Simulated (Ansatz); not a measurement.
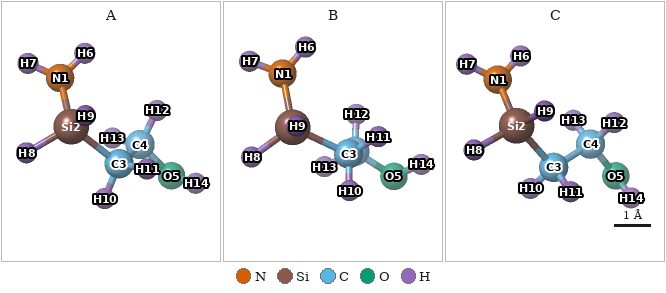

3 geometries from a converged minimum-energy path of C2H9NOSi, shuffled. Style: ball-and-stick. Shown from a free direction.

Theory: RKS BHLYP/def2-SVP (Ansatz 0.2.0). Set-up: 7 movable images; climbing image; force threshold 0.03 eV/Å; iteration limit 52; starting path through a guess of the saddle point.

Q: Which frame is the top of the path?

A: A. In order along the path, whose images run from 0 to 8: B (image 1, +0.011 eV), A (image 4, +0.085 eV), C (image 7, +0.029 eV). The motion is a rotation about the Si2–C3 bond by about 120°. No bond forms or breaks between the ends.
